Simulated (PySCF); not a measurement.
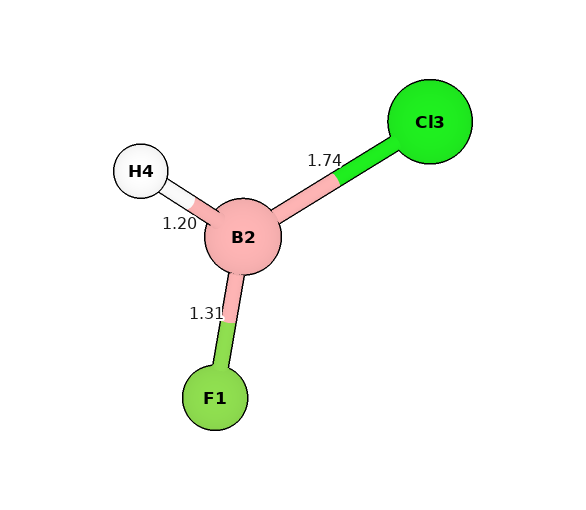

The numbers beside the sticks are distances in Å. Sticks don't show bond order. The computed structure is the end point of a PBE0-D3(BJ)/def2-SVP optimisation. No frequency run is at hand to confirm it as a minimum.

### Assign a bond order to each marked bond.

F1–B2 single; B2–Cl3 single; B2–H4 single.

### Give the structure as SMILES.

FBCl
